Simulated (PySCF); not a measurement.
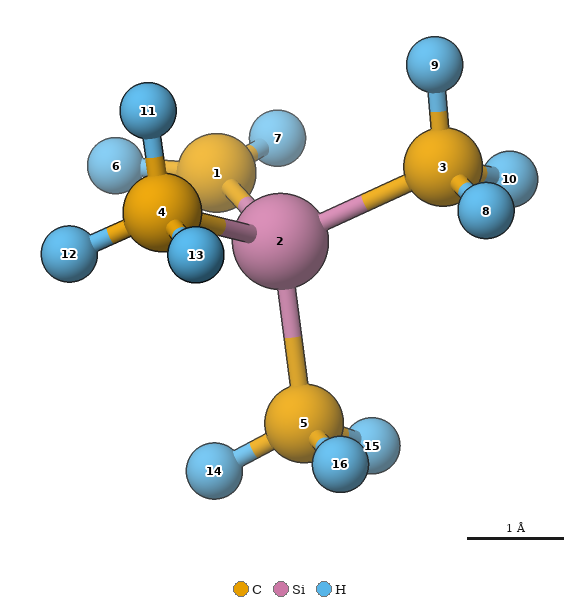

*The input geometry (ball-and-stick view, seen at a tilt; atoms are numbered from 1 in the order of the input).*

Bond lengths as drawn: C–H 1.08 to 1.09 Å and C–Si 1.85 to 1.92 Å.

**C₄H₁₁Si: geometry relaxation**

C₄H₁₁Si, multiplicity 2, SMILES [CH2][Si](C)(C)C, computed with PBE0-D3(BJ)/def2-SVP geometry optimisation, gas phase (PySCF 2.14.0).

Input
```
{"job": {"xc": "PBE0", "basis": "def2-SVP", "d3": "d3bj", "grid": 1, "kind": "geom"}, "charge": 0, "multiplicity": 2}
C     -0.041501    -1.271767    -1.363084
Si     0.048091    -0.025562     0.001715
C      0.002262     1.740726    -0.722123
C     -1.399622    -0.285471     1.219729
C      1.685595    -0.216478     0.986866
H     -0.462007    -2.253043    -1.228678
H      0.335079    -1.080028    -2.352616
H      0.127934     2.492353     0.051526
H     -0.940276     1.938851    -1.222772
H      0.795978     1.883413    -1.448710
H     -2.358220    -0.145646     0.729968
H     -1.385376    -1.289635     1.631948
H     -1.350842     0.411190     2.051422
H      1.768628    -1.208671     1.418657
H      2.547901    -0.061595     0.346364
H      1.738493     0.504495     1.797053
```

The first line tells a small driver script what to run in PySCF; the rest is the geometry in Å.

Run as:
```bash
OMP_NUM_THREADS=1 python <driver script> task.json out
```

Log
```
step   0  E = -447.99733159  max force = 0.016660
step   1  E = -448.00021366  max force = 0.002211
step   2  E = -448.00028607  max force = 0.001642
step   3  E = -448.00031700  max force = 0.000159
step   4  E = -448.00031968  max force = 0.000183
optimisation converged
```

Trajectory as extended XYZ (Å, eV, eV/Å), 5 frames, from step=0 to step=4
```
16
Properties=species:S:1:pos:R:3:forces:R:3 step=0 energy=-12190.62833
C    -0.0415   -1.2718   -1.3631   -0.0077   0.4886   0.5054
Si    0.0481   -0.0256    0.0017    0.1631   0.5034   0.6489
C     0.0023    1.7407   -0.7221   -0.0357  -0.8567   0.3033
C    -1.3996   -0.2855    1.2197    0.6313   0.1193  -0.6392
C     1.6856   -0.2165    0.9869   -0.8197   0.0244  -0.5648
H    -0.4620   -2.2530   -1.2287   -0.2810  -0.6894   0.0975
H     0.3351   -1.0800   -2.3526    0.2755   0.1288  -0.6877
H     0.1279    2.4924    0.0515    0.0697   0.3120   0.4499
H    -0.9403    1.9388   -1.2228   -0.5021   0.0601  -0.2600
H     0.7960    1.8834   -1.4487    0.4398   0.0303  -0.3753
H    -2.3582   -0.1457    0.7300   -0.4799   0.0759  -0.2949
H    -1.3854   -1.2896    1.6320    0.0516  -0.5388   0.1933
H    -1.3508    0.4112    2.0514    0.1023   0.3805   0.3837
H     1.7686   -1.2087    1.4187    0.0105  -0.5304   0.2090
H     2.5479   -0.0616    0.3464    0.4290   0.0852  -0.3664
H     1.7385    0.5045    1.7971   -0.0465   0.4069   0.3973
16
Properties=species:S:1:pos:R:3:forces:R:3 step=1 energy=-12190.70675
C    -0.0504   -1.2440   -1.3451   -0.0003  -0.0700  -0.0764
Si    0.0598   -0.0022    0.0349   -0.0758  -0.0626  -0.1137
C     0.0147    1.7314   -0.7017    0.0485   0.0903   0.0279
C    -1.4019   -0.2575    1.1971    0.0053   0.0047   0.1115
C     1.6759   -0.2524    0.9781    0.0452   0.0723   0.1000
H    -0.4725   -2.2494   -1.2125    0.0226   0.0526  -0.0023
H     0.3388   -1.0555   -2.3547   -0.0171  -0.0062   0.0545
H     0.1354    2.4983    0.0819   -0.0066  -0.0258  -0.0190
H    -0.9391    1.9277   -1.2183    0.0175  -0.0458   0.0250
H     0.8263    1.8758   -1.4344   -0.0132  -0.0249   0.0315
H    -2.3653   -0.1138    0.6815    0.0538   0.0080  -0.0278
H    -1.3985   -1.2760    1.6203    0.0150   0.0292  -0.0203
H    -1.3637    0.4519    2.0410    0.0007  -0.0195  -0.0255
H     1.7464   -1.2658    1.4061   -0.0432   0.0271  -0.0318
H     2.5517   -0.1043    0.3250   -0.0570   0.0004  -0.0045
H     1.7521    0.4696    1.8098    0.0046  -0.0299  -0.0290
16
Properties=species:S:1:pos:R:3:forces:R:3 step=2 energy=-12190.70872
C    -0.0422   -1.2553   -1.3595   -0.0075  -0.0237  -0.0288
Si    0.0517   -0.0108    0.0187    0.0390   0.0423   0.0844
C     0.0330    1.7297   -0.6987   -0.0426   0.0268  -0.0496
C    -1.4023   -0.2576    1.1897   -0.0609  -0.0122  -0.0091
C     1.6511   -0.2409    0.9940    0.0594  -0.0415  -0.0148
H    -0.4608   -2.2612   -1.2263    0.0152   0.0310  -0.0034
H     0.3513   -1.0654   -2.3664   -0.0091  -0.0047   0.0326
H     0.1503    2.4876    0.0930   -0.0053  -0.0276  -0.0028
H    -0.9153    1.9319   -1.2227    0.0234   0.0063   0.0024
H     0.8534    1.8704   -1.4214   -0.0106  -0.0093   0.0176
H    -2.3634   -0.1123    0.6705    0.0149  -0.0042   0.0139
H    -1.3986   -1.2752    1.6137    0.0020   0.0176  -0.0114
H    -1.3594    0.4550    2.0296    0.0108  -0.0064  -0.0228
H     1.7145   -1.2533    1.4244   -0.0006   0.0172  -0.0066
H     2.5316   -0.0940    0.3479   -0.0098  -0.0062   0.0172
H     1.7134    0.4848    1.8220   -0.0183  -0.0052  -0.0189
16
Properties=species:S:1:pos:R:3:forces:R:3 step=3 energy=-12190.70956
C    -0.0378   -1.2527   -1.3546   -0.0042   0.0055   0.0064
Si    0.0551   -0.0082    0.0247   -0.0025   0.0071   0.0050
C     0.0309    1.7302   -0.6990    0.0004  -0.0036  -0.0042
C    -1.4086   -0.2527    1.1848    0.0054  -0.0082   0.0001
C     1.6560   -0.2478    0.9961   -0.0017   0.0019  -0.0052
H    -0.4547   -2.2581   -1.2217   -0.0002  -0.0055  -0.0012
H     0.3574   -1.0627   -2.3596    0.0033   0.0002  -0.0041
H     0.1422    2.4882    0.0926   -0.0027   0.0002   0.0039
H    -0.9148    1.9280   -1.2274   -0.0011   0.0007  -0.0052
H     0.8545    1.8711   -1.4169    0.0051   0.0017   0.0013
H    -2.3650   -0.1059    0.6592   -0.0003   0.0013  -0.0043
H    -1.4085   -1.2695    1.6089   -0.0037  -0.0028   0.0028
H    -1.3685    0.4606    2.0234    0.0004   0.0032   0.0010
H     1.7146   -1.2604    1.4246   -0.0019  -0.0030   0.0012
H     2.5357   -0.1033    0.3497    0.0045  -0.0016  -0.0007
H     1.7201    0.4767    1.8242   -0.0008   0.0028   0.0032
16
Properties=species:S:1:pos:R:3:forces:R:3 step=4 energy=-12190.70964
C    -0.0321   -1.2515   -1.3544    0.0005   0.0040   0.0034
Si    0.0558   -0.0070    0.0253   -0.0050  -0.0094  -0.0055
C     0.0396    1.7307   -0.7000   -0.0030  -0.0019   0.0055
C    -1.4159   -0.2509    1.1756    0.0090   0.0047   0.0024
C     1.6501   -0.2508    1.0062   -0.0015   0.0051  -0.0059
H    -0.4473   -2.2578   -1.2226   -0.0006  -0.0041  -0.0002
H     0.3654   -1.0611   -2.3584    0.0027   0.0004  -0.0031
H     0.1445    2.4886    0.0926   -0.0027   0.0027   0.0006
H    -0.9015    1.9290   -1.2365    0.0001   0.0009  -0.0046
H     0.8695    1.8707   -1.4107    0.0047   0.0000   0.0021
H    -2.3685   -0.1028    0.6436   -0.0006   0.0010  -0.0037
H    -1.4197   -1.2675    1.6001   -0.0017  -0.0022   0.0012
H    -1.3800    0.4629    2.0140   -0.0037   0.0007   0.0029
H     1.7031   -1.2635    1.4352   -0.0022  -0.0019   0.0014
H     2.5338   -0.1093    0.3645    0.0038  -0.0010   0.0014
H     1.7117    0.4739    1.8345    0.0003   0.0010   0.0020
```

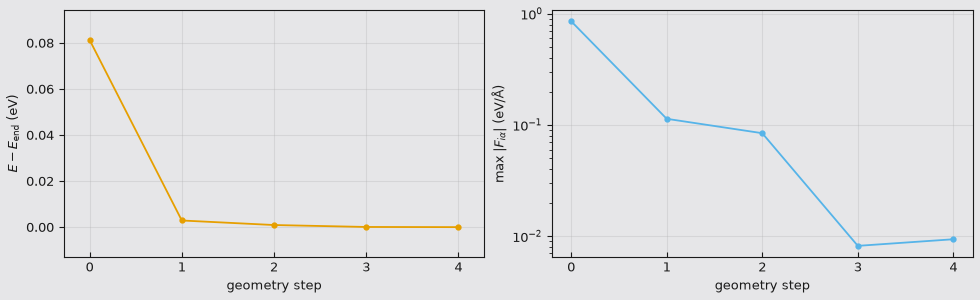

*Progress of the relaxation, step by step (steps are counted from 0).*

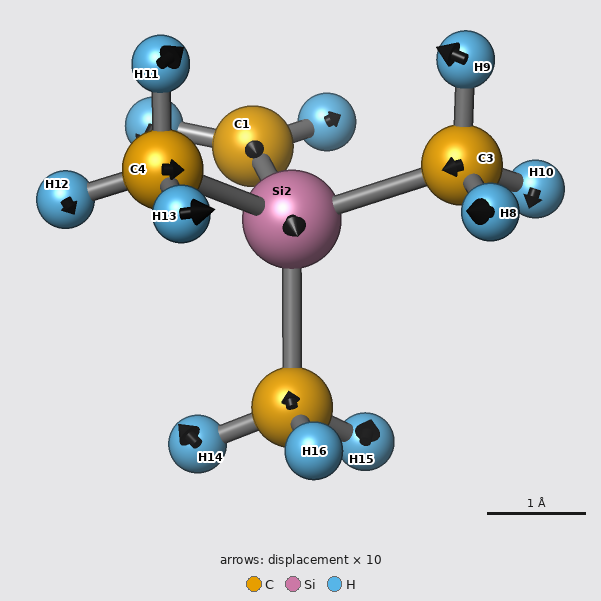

*The starting structure with the displacements as black arrows, magnified 10 times (ball-and-stick view, seen at a tilt). The two geometries are laid on each other by the best rigid fit.*

The largest move after the best rigid fit is that of H6, 0.039 Å. By element the largest moves are H 0.039 Å, Si 0.030 Å, C 0.023 Å. Among the contacts that change: Si2–C5 1.921 → 1.888 Å, Si2–C3 1.909 → 1.883 Å, C1–H6 1.076 → 1.097 Å, C3–H10 1.085 → 1.102 Å. Over 4 geometry steps the energy falls by 0.081 eV. The largest force component goes from 0.86 to 0.0094 eV/Å. (Atoms are counted from 1 in the order of the input.)

Summary

```csv
quantity,value
outcome,converged
total energy,−448.000320 hartree
⟨S²⟩,0.754
dipole moment,0.08 D
point group,C1
hardware,"1 CPU thread, shared host"
wall time,77 s
peak memory,0.58 GiB
```
